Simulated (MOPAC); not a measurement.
# Geometry relaxation, with input and output: C3H7NSi (part 2 of 2)

The same run, continued: C3H7NSi, SMILES CC[SiH2]C#N; PM6, closed shell (MOPAC 23.2.5). The atoms were displaced at random from an optimised geometry.

### Trajectory as extended XYZ (Å, eV, eV/Å), 18 of the 63 frames kept, from step=0 to step=62
```
12
Properties=species:S:1:pos:R:3:forces:R:3 step=0 energy=0.27164
C    -0.9478    0.6698    1.0271    0.8178   0.1842  -0.7178
C     0.5436    0.3491    0.7219   -1.1035  -0.2601   0.4393
Si    0.7426   -0.9247   -0.5963    0.4203  -0.9383  -0.2329
C    -0.0480   -0.3166   -2.1517    0.0630  -0.0161   0.2695
N    -0.5878    0.1051   -3.0806   -0.2572   0.1823  -0.5935
H    -1.0279    1.4227    1.8127    0.0082   0.1104   0.0423
H    -1.4745   -0.2079    1.3519   -0.3636  -0.4482   0.2373
H    -1.4620    1.0544    0.1200    0.0952  -0.0051   0.2969
H     1.0230   -0.0215    1.6530    0.1517   0.0786   0.1440
H     1.0547    1.2559    0.4197    0.4136   0.6927  -0.0418
H     0.0708   -2.2180   -0.2742    0.1456   0.2800  -0.0154
H     2.1830   -1.1837   -0.9296   -0.3911   0.1396   0.1721
12
Properties=species:S:1:pos:R:3:forces:R:3 step=4 energy=0.21431
C    -0.9372    0.6698    1.0167    0.1107  -0.0412   0.0905
C     0.5299    0.3475    0.7312   -0.0655  -0.0377  -0.1444
Si    0.7508   -0.9415   -0.6005   -0.0381  -0.0037   0.0475
C    -0.0526   -0.3086   -2.1500   -0.2895   0.1907  -0.4747
N    -0.5932    0.1068   -3.0917    0.2312  -0.1688   0.3098
H    -1.0274    1.4292    1.8091    0.0324  -0.0313  -0.0708
H    -1.4840   -0.2150    1.3641   -0.0897  -0.0274   0.0329
H    -1.4607    1.0594    0.1346   -0.0182   0.0462  -0.0251
H     1.0269   -0.0081    1.6605    0.0692   0.0536   0.0956
H     1.0639    1.2789    0.4295    0.0417   0.0194   0.0796
H     0.0774   -2.2085   -0.2699    0.0365  -0.0269   0.0078
H     2.1736   -1.1733   -0.9131   -0.0206   0.0271   0.0513
12
Properties=species:S:1:pos:R:3:forces:R:3 step=7 energy=0.20831
C    -0.9322    0.6636    1.0236   -0.0597   0.0201   0.0160
C     0.5321    0.3461    0.7337    0.0441  -0.0421   0.0704
Si    0.7446   -0.9391   -0.6044   -0.0404   0.0597   0.0944
C    -0.0588   -0.3084   -2.1630    0.0280  -0.0456   0.0707
N    -0.5898    0.1021   -3.1069   -0.0118   0.0143  -0.1026
H    -1.0214    1.4317    1.8039    0.0344  -0.0037   0.0317
H    -1.4910   -0.2142    1.3786    0.0086   0.0177  -0.0139
H    -1.4592    1.0634    0.1452    0.0013  -0.0238  -0.0242
H     1.0333    0.0056    1.6760   -0.0160   0.0049  -0.0999
H     1.0700    1.2844    0.4573    0.0044  -0.0240  -0.0046
H     0.0831   -2.2115   -0.2648    0.0180   0.0036  -0.0225
H     2.1720   -1.1667   -0.8912   -0.0107   0.0191  -0.0154
12
Properties=species:S:1:pos:R:3:forces:R:3 step=11 energy=0.20614
C    -0.9318    0.6664    1.0322    0.0024  -0.0519   0.0034
C     0.5316    0.3438    0.7412    0.0398   0.0454  -0.0473
Si    0.7384   -0.9319   -0.6029    0.0007  -0.0093  -0.0033
C    -0.0636   -0.3094   -2.1667   -0.0124   0.0231  -0.0346
N    -0.5820    0.0927   -3.1226    0.0445  -0.0418   0.0345
H    -1.0126    1.4290    1.8168   -0.0048   0.0324   0.0249
H    -1.4929   -0.2115    1.3824    0.0015   0.0061   0.0136
H    -1.4563    1.0589    0.1497   -0.0130   0.0318  -0.0058
H     1.0405    0.0019    1.6730   -0.0033  -0.0271   0.0133
H     1.0746    1.2811    0.4621   -0.0297  -0.0420   0.0074
H     0.0876   -2.2122   -0.2774   -0.0031   0.0014   0.0044
H     2.1666   -1.1560   -0.8939   -0.0226   0.0320  -0.0104
12
Properties=species:S:1:pos:R:3:forces:R:3 step=15 energy=0.20449
C    -0.9301    0.6681    1.0534    0.0178   0.0135   0.0077
C     0.5295    0.3414    0.7489    0.0092  -0.0228  -0.0098
Si    0.7263   -0.9222   -0.6052   -0.0019   0.0009  -0.0279
C    -0.0697   -0.3057   -2.1734    0.0177  -0.0369  -0.0134
N    -0.5609    0.0687   -3.1539   -0.0089   0.0111  -0.0017
H    -1.0012    1.4319    1.8392   -0.0004   0.0073   0.0190
H    -1.4958   -0.2055    1.4057    0.0171   0.0003   0.0070
H    -1.4557    1.0693    0.1752   -0.0272   0.0185  -0.0027
H     1.0467   -0.0173    1.6716   -0.0281   0.0015   0.0036
H     1.0766    1.2744    0.4707   -0.0181   0.0063   0.0153
H     0.0920   -2.2120   -0.2853   -0.0068   0.0045   0.0067
H     2.1521   -1.1205   -0.9124    0.0297  -0.0044  -0.0038
12
Properties=species:S:1:pos:R:3:forces:R:3 step=18 energy=0.20360
C    -0.9299    0.6723    1.0624   -0.0154  -0.0022  -0.0026
C     0.5268    0.3399    0.7498   -0.0153   0.0193  -0.0027
Si    0.7257   -0.9206   -0.6090    0.0103   0.0093   0.0036
C    -0.0669   -0.3136   -2.1823   -0.0085   0.0078  -0.0136
N    -0.5575    0.0659   -3.1614    0.0046  -0.0123   0.0134
H    -1.0001    1.4335    1.8521    0.0272  -0.0094  -0.0015
H    -1.4929   -0.2026    1.4152   -0.0044   0.0001   0.0031
H    -1.4605    1.0783    0.1885   -0.0087   0.0028   0.0081
H     1.0411   -0.0242    1.6723   -0.0102  -0.0099  -0.0087
H     1.0726    1.2757    0.4807    0.0088   0.0032  -0.0036
H     0.0912   -2.2085   -0.2806    0.0051   0.0016  -0.0066
H     2.1533   -1.1128   -0.9187    0.0065  -0.0103   0.0111
12
Properties=species:S:1:pos:R:3:forces:R:3 step=22 energy=0.20300
C    -0.9312    0.6766    1.0773    0.0045   0.0007   0.0006
C     0.5206    0.3415    0.7479    0.0045  -0.0106   0.0027
Si    0.7237   -0.9151   -0.6131    0.0001  -0.0030  -0.0005
C    -0.0648   -0.3173   -2.1916    0.0148   0.0105  -0.0018
N    -0.5505    0.0546   -3.1760   -0.0081  -0.0066   0.0005
H    -0.9854    1.4309    1.8746    0.0054   0.0014   0.0013
H    -1.4929   -0.1990    1.4307   -0.0065   0.0032  -0.0061
H    -1.4692    1.0916    0.2133   -0.0124   0.0038   0.0006
H     1.0355   -0.0417    1.6632    0.0088   0.0057   0.0044
H     1.0727    1.2765    0.4883   -0.0112  -0.0052  -0.0009
H     0.0927   -2.2055   -0.2886   -0.0025  -0.0001   0.0009
H     2.1543   -1.1075   -0.9092    0.0027   0.0002  -0.0017
12
Properties=species:S:1:pos:R:3:forces:R:3 step=26 energy=0.20288
C    -0.9316    0.6773    1.0780    0.0011   0.0004   0.0032
C     0.5198    0.3405    0.7480    0.0012  -0.0006   0.0035
Si    0.7245   -0.9152   -0.6135    0.0008  -0.0037  -0.0004
C    -0.0620   -0.3161   -2.1926   -0.0010   0.0049  -0.0045
N    -0.5523    0.0531   -3.1757    0.0024  -0.0036   0.0052
H    -0.9831    1.4302    1.8770    0.0005  -0.0019  -0.0013
H    -1.4949   -0.1979    1.4294   -0.0058  -0.0004  -0.0008
H    -1.4715    1.0947    0.2158    0.0035   0.0016   0.0022
H     1.0360   -0.0402    1.6639    0.0009   0.0026  -0.0033
H     1.0710    1.2754    0.4869   -0.0036   0.0014  -0.0038
H     0.0918   -2.2051   -0.2909   -0.0028  -0.0018   0.0000
H     2.1553   -1.1087   -0.9078    0.0028   0.0012  -0.0001
12
Properties=species:S:1:pos:R:3:forces:R:3 step=29 energy=0.20285
C    -0.9319    0.6776    1.0796    0.0022   0.0018  -0.0011
C     0.5188    0.3401    0.7477   -0.0006   0.0003  -0.0011
Si    0.7247   -0.9155   -0.6137   -0.0029  -0.0014   0.0000
C    -0.0604   -0.3155   -2.1931   -0.0049  -0.0014   0.0011
N    -0.5523    0.0519   -3.1760    0.0034   0.0014  -0.0017
H    -0.9814    1.4293    1.8798   -0.0014  -0.0021   0.0014
H    -1.4974   -0.1970    1.4293    0.0022  -0.0009  -0.0005
H    -1.4716    1.0976    0.2187    0.0027   0.0019   0.0000
H     1.0369   -0.0384    1.6632    0.0013   0.0000   0.0000
H     1.0692    1.2750    0.4836   -0.0042   0.0013  -0.0008
H     0.0908   -2.2055   -0.2936    0.0003  -0.0005   0.0010
H     2.1560   -1.1083   -0.9071    0.0019  -0.0004   0.0017
12
Properties=species:S:1:pos:R:3:forces:R:3 step=33 energy=0.20282
C    -0.9318    0.6777    1.0806   -0.0031  -0.0004   0.0007
C     0.5184    0.3406    0.7465    0.0007   0.0020   0.0018
Si    0.7245   -0.9163   -0.6137   -0.0015   0.0000   0.0012
C    -0.0610   -0.3166   -2.1932    0.0040   0.0015  -0.0011
N    -0.5511    0.0527   -3.1763    0.0010  -0.0018   0.0018
H    -0.9812    1.4261    1.8840    0.0012  -0.0017  -0.0013
H    -1.4978   -0.1977    1.4273    0.0002  -0.0027  -0.0019
H    -1.4705    1.1014    0.2210   -0.0030   0.0025   0.0008
H     1.0385   -0.0361    1.6617    0.0016   0.0012  -0.0017
H     1.0662    1.2761    0.4797    0.0034   0.0013   0.0001
H     0.0905   -2.2062   -0.2933    0.0019  -0.0007   0.0013
H     2.1568   -1.1079   -0.9047   -0.0064  -0.0013  -0.0017
12
Properties=species:S:1:pos:R:3:forces:R:3 step=36 energy=0.20278
C    -0.9322    0.6774    1.0817    0.0040  -0.0011   0.0006
C     0.5178    0.3425    0.7442    0.0029   0.0023  -0.0017
Si    0.7234   -0.9177   -0.6130    0.0022   0.0022  -0.0013
C    -0.0604   -0.3182   -2.1933    0.0007   0.0012   0.0030
N    -0.5492    0.0539   -3.1760   -0.0005  -0.0022  -0.0038
H    -0.9799    1.4183    1.8921   -0.0034  -0.0031   0.0023
H    -1.4983   -0.2013    1.4194   -0.0042   0.0010   0.0007
H    -1.4703    1.1107    0.2264   -0.0017  -0.0022   0.0010
H     1.0426   -0.0308    1.6581   -0.0034   0.0017   0.0008
H     1.0622    1.2789    0.4735    0.0060   0.0007  -0.0012
H     0.0909   -2.2078   -0.2903   -0.0019   0.0015   0.0011
H     2.1553   -1.1096   -0.9040   -0.0005  -0.0021  -0.0015
12
Properties=species:S:1:pos:R:3:forces:R:3 step=40 energy=0.20277
C    -0.9320    0.6774    1.0824    0.0002  -0.0013  -0.0001
C     0.5179    0.3428    0.7444    0.0010   0.0008  -0.0002
Si    0.7230   -0.9172   -0.6132    0.0020   0.0020   0.0000
C    -0.0605   -0.3179   -2.1936    0.0000  -0.0009   0.0009
N    -0.5486    0.0529   -3.1771   -0.0005  -0.0010  -0.0013
H    -0.9800    1.4173    1.8936   -0.0012  -0.0011   0.0006
H    -1.4986   -0.2012    1.4197    0.0000  -0.0006  -0.0004
H    -1.4708    1.1108    0.2276    0.0002   0.0001   0.0003
H     1.0421   -0.0309    1.6584   -0.0003   0.0008   0.0004
H     1.0630    1.2789    0.4739    0.0014   0.0002  -0.0001
H     0.0907   -2.2072   -0.2897   -0.0028   0.0019  -0.0001
H     2.1547   -1.1099   -0.9051    0.0000  -0.0008  -0.0002
12
Properties=species:S:1:pos:R:3:forces:R:3 step=44 energy=0.20276
C    -0.9319    0.6772    1.0845   -0.0015   0.0003  -0.0009
C     0.5178    0.3438    0.7441   -0.0009   0.0001   0.0010
Si    0.7221   -0.9165   -0.6133    0.0004   0.0004   0.0007
C    -0.0605   -0.3180   -2.1945   -0.0005  -0.0006  -0.0048
N    -0.5467    0.0509   -3.1797    0.0003  -0.0020   0.0044
H    -0.9793    1.4125    1.9000    0.0001  -0.0002  -0.0012
H    -1.4994   -0.2026    1.4172    0.0034  -0.0017  -0.0004
H    -1.4710    1.1155    0.2325    0.0029   0.0006  -0.0006
H     1.0432   -0.0293    1.6577    0.0019  -0.0007   0.0000
H     1.0625    1.2799    0.4726   -0.0026   0.0009   0.0015
H     0.0894   -2.2060   -0.2889   -0.0041   0.0013  -0.0007
H     2.1534   -1.1110   -0.9058    0.0006   0.0013   0.0010
12
Properties=species:S:1:pos:R:3:forces:R:3 step=47 energy=0.20275
C    -0.9318    0.6771    1.0839   -0.0001  -0.0007  -0.0003
C     0.5180    0.3438    0.7442    0.0005   0.0006  -0.0001
Si    0.7223   -0.9165   -0.6132    0.0002   0.0010   0.0003
C    -0.0605   -0.3181   -2.1943    0.0022  -0.0004   0.0006
N    -0.5472    0.0512   -3.1791   -0.0017  -0.0012  -0.0008
H    -0.9797    1.4126    1.8991   -0.0004  -0.0001   0.0002
H    -1.4990   -0.2030    1.4166    0.0007  -0.0008  -0.0002
H    -1.4704    1.1151    0.2315    0.0011   0.0000  -0.0008
H     1.0433   -0.0292    1.6579    0.0009  -0.0006  -0.0001
H     1.0625    1.2801    0.4731   -0.0004   0.0010   0.0005
H     0.0886   -2.2056   -0.2890   -0.0028   0.0006  -0.0001
H     2.1537   -1.1112   -0.9054   -0.0002   0.0007   0.0007
12
Properties=species:S:1:pos:R:3:forces:R:3 step=51 energy=0.20274
C    -0.9314    0.6762    1.0846    0.0005   0.0003  -0.0003
C     0.5187    0.3452    0.7440    0.0004   0.0000   0.0000
Si    0.7216   -0.9158   -0.6129   -0.0002  -0.0002  -0.0001
C    -0.0599   -0.3181   -2.1950    0.0002   0.0005  -0.0004
N    -0.5469    0.0496   -3.1802    0.0002  -0.0007   0.0004
H    -0.9803    1.4068    1.9041   -0.0004   0.0007   0.0003
H    -1.4988   -0.2060    1.4113   -0.0007  -0.0001   0.0007
H    -1.4690    1.1194    0.2341   -0.0006  -0.0005  -0.0007
H     1.0451   -0.0274    1.6573    0.0007  -0.0005  -0.0003
H     1.0617    1.2823    0.4729    0.0001   0.0003   0.0000
H     0.0842   -2.2030   -0.2884   -0.0001   0.0001   0.0004
H     2.1527   -1.1135   -0.9041   -0.0001   0.0002   0.0001
12
Properties=species:S:1:pos:R:3:forces:R:3 step=55 energy=0.20322
C    -0.9308    0.6737    1.0918   -0.0282   0.0078   0.0131
C     0.5182    0.3540    0.7366   -0.0016   0.0073   0.0032
Si    0.7173   -0.9170   -0.6114    0.0025   0.0055  -0.0015
C    -0.0562   -0.3230   -2.1988    0.0082  -0.0023   0.0310
N    -0.5408    0.0475   -3.1840   -0.0079   0.0028  -0.0284
H    -0.9780    1.3694    1.9432    0.0011  -0.0265  -0.0310
H    -1.5025   -0.2207    1.3798    0.0150   0.0325  -0.0060
H    -1.4651    1.1558    0.2593    0.0080  -0.0163   0.0240
H     1.0598   -0.0090    1.6450   -0.0032   0.0019   0.0020
H     1.0479    1.2955    0.4540    0.0036  -0.0114   0.0014
H     0.0719   -2.1987   -0.2807   -0.0005   0.0006   0.0003
H     2.1486   -1.1238   -0.8935    0.0030  -0.0020  -0.0079
12
Properties=species:S:1:pos:R:3:forces:R:3 step=58 energy=0.20275
C    -0.9314    0.6762    1.0853   -0.0002  -0.0008  -0.0005
C     0.5187    0.3455    0.7440   -0.0003  -0.0001  -0.0005
Si    0.7213   -0.9155   -0.6130   -0.0004  -0.0002   0.0003
C    -0.0599   -0.3181   -2.1953    0.0008  -0.0010  -0.0003
N    -0.5463    0.0488   -3.1811   -0.0007   0.0006  -0.0001
H    -0.9800    1.4054    1.9060    0.0003   0.0021   0.0009
H    -1.4990   -0.2062    1.4109    0.0003  -0.0010   0.0001
H    -1.4691    1.1207    0.2356    0.0005   0.0001  -0.0010
H     1.0456   -0.0273    1.6569    0.0007  -0.0006   0.0002
H     1.0616    1.2826    0.4728   -0.0007   0.0007   0.0002
H     0.0837   -2.2025   -0.2881   -0.0001   0.0000  -0.0001
H     2.1523   -1.1135   -0.9044   -0.0002   0.0001   0.0007
12
Properties=species:S:1:pos:R:3:forces:R:3 step=62 energy=0.20275
C    -0.9313    0.6760    1.0860   -0.0015  -0.0001   0.0001
C     0.5187    0.3463    0.7433   -0.0005   0.0000  -0.0002
Si    0.7208   -0.9156   -0.6128   -0.0002   0.0000   0.0000
C    -0.0595   -0.3186   -2.1957    0.0008  -0.0005   0.0014
N    -0.5457    0.0486   -3.1815   -0.0007   0.0003  -0.0015
H    -0.9798    1.4019    1.9097    0.0003   0.0007  -0.0005
H    -1.4993   -0.2077    1.4079    0.0009   0.0004   0.0001
H    -1.4687    1.1241    0.2380    0.0005  -0.0006   0.0000
H     1.0470   -0.0256    1.6558    0.0003  -0.0002   0.0004
H     1.0603    1.2838    0.4711   -0.0002   0.0000   0.0003
H     0.0824   -2.2020   -0.2874    0.0000   0.0001  -0.0001
H     2.1519   -1.1145   -0.9034    0.0001   0.0000  -0.0001
```

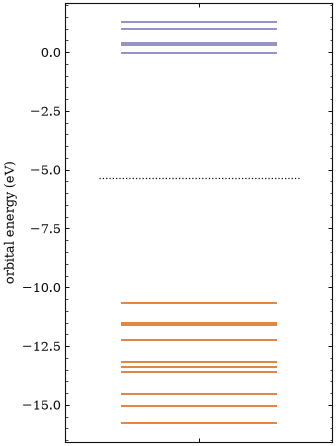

Fig. 1: Orbital energies near the frontier; the dotted line parts filled from empty levels, and levels within 0.02 eV of each other stand side by side. Highest filled −10.68 eV, lowest empty −0.05 eV, 10.63 eV apart.

The run was set up as follows.

### Input (c3h7nsi.mop)
```
PM6 DISP CYCLES=300 GRADIENTS GNORM=0.01 SINGLET BONDS THREADS=1 AUX(PRECISION=6)
C3H7NSi

C     -0.947828 +1     0.669846 +1     1.027128 +1
C      0.543557 +1     0.349135 +1     0.721925 +1
Si     0.742624 +1    -0.924702 +1    -0.596341 +1
C     -0.047991 +1    -0.316551 +1    -2.151677 +1
N     -0.587835 +1     0.105089 +1    -3.080604 +1
H     -1.027928 +1     1.422710 +1     1.812706 +1
H     -1.474479 +1    -0.207860 +1     1.351946 +1
H     -1.461986 +1     1.054420 +1     0.120004 +1
H      1.023047 +1    -0.021458 +1     1.653030 +1
H      1.054673 +1     1.255902 +1     0.419680 +1
H      0.070836 +1    -2.217967 +1    -0.274205 +1
H      2.182966 +1    -1.183670 +1    -0.929615 +1
```

Launch command:
```bash
mopac c3h7nsi.mop
```

### Summary

```csv
quantity,value
outcome,converged
total energy,−26.281563 hartree
dispersion energy,0.000000 hartree
heat of formation,4.68 kcal/mol
basis functions,32
largest force,0.002 eV/Å
HOMO,−10.68 eV
LUMO,−0.05 eV
dipole moment,3.75 D
hardware,"1 thread of Intel Xeon (Granite Rapids), 64 GiB of memory available, shared host"
peak memory,0.085 GiB
```

Notes on the run: HEAT OF FORMATION IS ESSENTIALLY STATIONARY. MOPAC's energies along a path are heats of formation.
